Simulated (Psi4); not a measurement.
# CH6ClNSi (SMILES C[SiH](N)Cl) at PBE0/6-31G(d) (spherical functions)

What is the vertical ionisation energy of CH6ClNSi at PBE0/6-31G* (spherical functions)? 

The calculation is run with Psi4 1.11.

5 further runs of the same task are left out: 4 that didn't finish, 1 set aside as unsound or not needed.

## Step 1: Starting point

The species is CH6ClNSi (10 atoms), meant as a singlet with charge 0. SMILES: `C[SiH](N)Cl`. The coordinates come from a PBE0-D4/def2-TZVP relaxation. This is one conformer, not always the lowest.

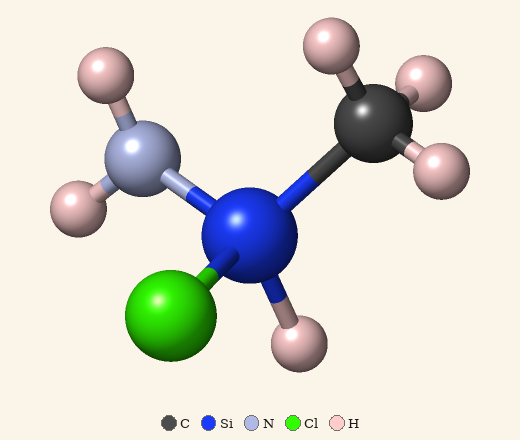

The structure, seen from a chosen angle (carbon dark grey, silicon blue, nitrogen light blue, chlorine green, hydrogen pink).

## Step 2: Energy and gradient at PBE0/6-31G(d) (spherical functions)

Contents of job.json:

```json
{
 "schema_name": "qcschema_input",
 "schema_version": 1,
 "molecule": {
  "schema_name": "qcschema_molecule",
  "schema_version": 2,
  "symbols": ["C", "Si", "N", "Cl", "H", "H", "H", "H", "H", "H"],
  "geometry": [-1.74667386, 1.814704, -0.81182634, -0.10506877, -1.20488938, -0.1387059, 2.26918313, -0.71658415, 1.98572421, 1.12419807, -2.63144363, -3.59199142, -3.25032893, 1.5297333, -2.19510587, -2.56908267, 2.58835787, 0.91651717, -0.42877886, 3.20176297, -1.59001556, -1.76972852, -3.19269229, 0.91198183, 3.49126902, 0.72300922, 1.73401269, 3.14204763, -2.20852292, 2.78507836],
  "molecular_charge": 0,
  "molecular_multiplicity": 1,
  "fix_symmetry": "c1"
 },
 "driver": "gradient",
 "model": {
  "method": "pbe0",
  "basis": "6-31G*"
 },
 "keywords": {
  "puream": true,
  "e_convergence": 1e-09,
  "d_convergence": 1e-08,
  "scf_type": "pk",
  "dft_radial_points": 99,
  "dft_spherical_points": 590,
  "scf_properties": ["QUADRUPOLE", "WIBERG_LOWDIN_INDICES", "LOWDIN_CHARGES"]
 }
}
```

Launch:

```bash
$ psi4 --qcschema job.json -n 1 --memory 2200MB
```

stdout (excerpt; [...] marks lines left out):

```text
[...]
  Running in c1 symmetry.
[...]
  Nuclear repulsion =  222.145996778772059
[...]
  Multiplicity = 1
[...]
  Nalpha       = 25
  Nbeta        = 25
[...]
    Number of basis functions: 76
[...]
   @RKS iter   1:  -845.48897446622391   -1.27435e-01   1.10221e-02 ADIIS/DIIS
[...]
   @RKS iter  11:  -845.82146530776106   -4.88853e-12   7.22218e-09 DIIS
[...]
    Orbital Energies [Eh]
    ---------------------
    Doubly Occupied:
       1A   -101.669160     2A    -66.279167     3A    -14.380980
       4A    -10.215663     5A     -9.501602     6A     -7.233872
       7A     -7.228504     8A     -7.228369     9A     -5.357520
      10A     -3.692962    11A     -3.690646    12A     -3.689525
      13A     -0.886518    14A     -0.826204    15A     -0.726320
      16A     -0.540713    17A     -0.516523    18A     -0.441920
      19A     -0.431895    20A     -0.405287    21A     -0.376568
      22A     -0.362942    23A     -0.323547    24A     -0.306954
      25A     -0.281422
[...]
  @RKS Final Energy:  -845.82146530776106
   => Energetics <=
    Nuclear Repulsion Energy =            222.1459967787720586
    One-Electron Energy =               -1608.7223505274400850
    Two-Electron Energy =                 588.7569125572337043
    DFT Exchange-Correlation Energy =     -48.0020241163267727
    Empirical Dispersion Energy =           0.0000000000000000
    VV10 Nonlocal Energy =                  0.0000000000000000
    Total Energy =                       -845.8214653077610592
[...]
 Multipole Moments:
 ------------------------------------------------------------------------------------
     Multipole            Electronic (a.u.)      Nuclear  (a.u.)        Total (a.u.)
 ------------------------------------------------------------------------------------
 L = 1.  Multiply by 2.5417464519 to convert [e a0] to [Debye]
 Dipole X            :          2.6442196           -2.4423036            0.2019159
 Dipole Y            :         -4.9559537            5.5045785            0.5486247
 Dipole Z            :         -5.1375812            5.8733932            0.7358120
 Magnitude           :                                                    0.9397758
 L = 2.  Multiply by 1.3450342976 to convert [e a0^2] to [Debye ang]
 Quadrupole XX       :       -135.9640180          109.2672629          -26.6967551
 Quadrupole XY       :         68.0113026          -67.9488828            0.0624198
[...]
  -Total Gradient:
     Atom            X                  Y                   Z
    ------   -----------------  -----------------  -----------------
       1        0.000585479025    -0.001270707521     0.000532093798
       2        0.003224489874     0.002647111244    -0.000261613662
       3       -0.001189541779    -0.001133725371    -0.004020584817
       4       -0.001271771190     0.001903600341     0.004528940736
       5        0.001574216023    -0.000395086633     0.001275064349
       6        0.000786268585    -0.000911873724    -0.001323282176
       7       -0.000676474290    -0.001776899823     0.000708804374
       8        0.000508111916     0.000828041794    -0.000550912179
       9       -0.002051276116    -0.002660847549     0.000520633262
      10       -0.001492140687     0.002767346954    -0.001412604064
[...]
```

It took 31 s on 1 thread of Intel Xeon Platinum 8259CL at 2.50GHz (Skylake/Cascade Lake), shared host; peak memory 1.3 GiB.

## Step 3: The doublet cation, same level

Contents of run.py:

```python
import psi4

psi4.set_memory(2200000000)
psi4.set_num_threads(1)
psi4.core.set_output_file('psi4.out', False)

m = psi4.geometry("""
1 2
C     -0.924300     0.960300    -0.429600
Si    -0.055600    -0.637600    -0.073400
N      1.200800    -0.379200     1.050800
Cl     0.594900    -1.392500    -1.900800
H     -1.720000     0.809500    -1.161600
H     -1.359500     1.369700     0.485000
H     -0.226900     1.694300    -0.841400
H     -0.936500    -1.689500     0.482600
H      1.847500     0.382600     0.917600
H      1.662700    -1.168700     1.473800
units angstrom
symmetry c1
no_reorient
no_com
""")

options = {'basis': '6-31G*', 'reference': 'uks', 'puream': True, 'e_convergence': 1e-09, 'd_convergence': 1e-08, 'scf_type': 'pk', 'dft_radial_points': 99, 'dft_spherical_points': 590, 'maxiter': 100}
psi4.set_options(options)

e_tot, wfn = psi4.gradient('pbe0', return_wfn=True)
print('gradient / Eh bohr^-1')
print(e_tot.np.round(6))
print(f'energy = {wfn.energy():.10f} Eh')
```

Launch:

```bash
$ python run.py
```

psi4.out (excerpt; [...] marks lines left out):

```text
[...]
  Running in c1 symmetry.
[...]
  Nuclear repulsion =  222.145996722657117
[...]
  Multiplicity = 2
[...]
  Nalpha       = 25
  Nbeta        = 24
[...]
    Number of basis functions: 76
[...]
   @UKS iter   1:  -845.08243736037105    2.79102e-01   1.09963e-02 ADIIS/DIIS
[...]
   @UKS iter  25:  -845.45492350277732   -6.59384e-12   7.97907e-09 DIIS
[...]
   @S^2 Observed:                7.594424489E-01
[...]
  @UKS Final Energy:  -845.45492350277732
   => Energetics <=
    Nuclear Repulsion Energy =            222.1459967226571166
    One-Electron Energy =               -1596.9839567581266238
    Two-Electron Energy =                 577.1260612349838084
    DFT Exchange-Correlation Energy =     -47.7430247022917271
    Empirical Dispersion Energy =           0.0000000000000000
    VV10 Nonlocal Energy =                  0.0000000000000000
    Total Energy =                       -845.4549235027773193
[...]
 Multipole Moments:
 ------------------------------------------------------------------------------------
     Multipole            Electronic (a.u.)      Nuclear  (a.u.)        Total (a.u.)
 ------------------------------------------------------------------------------------
 L = 1.  Multiply by 2.5417464519 to convert [e a0] to [Debye]
 Dipole X            :        -20.2255318           21.6600408            1.4345090
 Dipole Y            :         52.5320036          -53.0892099           -0.5572063
 Dipole Z            :         52.1957821          -51.4141566            0.7816254
 Magnitude           :                                                    1.7260456
[...]
  -Total Gradient:
     Atom            X                  Y                   Z
    ------   -----------------  -----------------  -----------------
       1       -0.012247814333     0.001317311029    -0.005343924932
       2        0.082894446894     0.003808093211     0.041596251753
       3       -0.040871176472     0.005250796709    -0.001327618737
       4       -0.013517248595    -0.001369290477    -0.010846706335
       5        0.002083439830     0.002231717256     0.000909241223
       6        0.002471090330    -0.001817397159    -0.001415053593
       7        0.000343536972    -0.003576125952     0.001347891541
       8       -0.007341750305    -0.000060619142    -0.003460501805
       9       -0.008348158583    -0.016130124776    -0.005631688968
      10       -0.005469505832     0.010342497340    -0.015832119819
[...]
```

Standard output:

```text
gradient / Eh bohr^-1
[[-1.2248e-02  1.3170e-03 -5.3440e-03]
 [ 8.2894e-02  3.8080e-03  4.1596e-02]
 [-4.0871e-02  5.2510e-03 -1.3280e-03]
 [-1.3517e-02 -1.3690e-03 -1.0847e-02]
 [ 2.0830e-03  2.2320e-03  9.0900e-04]
 [ 2.4710e-03 -1.8170e-03 -1.4150e-03]
 [ 3.4400e-04 -3.5760e-03  1.3480e-03]
 [-7.3420e-03 -6.1000e-05 -3.4610e-03]
 [-8.3480e-03 -1.6130e-02 -5.6320e-03]
 [-5.4700e-03  1.0342e-02 -1.5832e-02]]
energy = -845.4549235028 Eh
```

It took 69 s on 1 thread of Intel Xeon Platinum 8259CL at 2.50GHz (Skylake/Cascade Lake), shared host; peak memory 1.3 GiB.

## Step 4: Results

Level: PBE0/6-31G* (spherical functions).

| quantity | value |
| --- | --- |
| singlet CH6ClNSi: total energy | -845.82147 Eh |
| singlet CH6ClNSi: dipole moment | 2.39 D |
| singlet CH6ClNSi: HOMO energy | -7.66 eV |
| singlet CH6ClNSi: LUMO energy | 1.49 eV |
| singlet CH6ClNSi: HOMO–LUMO gap | 9.15 eV |
| singlet CH6ClNSi: largest force on an atom | 0.261 eV/Å |
| doublet cation: total energy | -845.45492 Eh |
| doublet cation: HOMO energy (highest over α and β) | -13.91 eV |
| doublet cation: LUMO energy (lowest over α and β) | -12.22 eV |
| doublet cation: ⟨S²⟩ | 0.759 |
| doublet cation: largest force on an atom | 4.773 eV/Å |
| vertical ionisation energy (to the doublet cation) | 9.974 eV |

In words: The vertical ionisation energy comes to 9.97 eV (962 kJ/mol). The largest force (singlet CH6ClNSi) is 0.26 eV/Å: the shape isn't a stationary point for this species at this level. −ε(HOMO) before ionisation, 7.66 eV, is 2.32 eV below this ionisation energy.
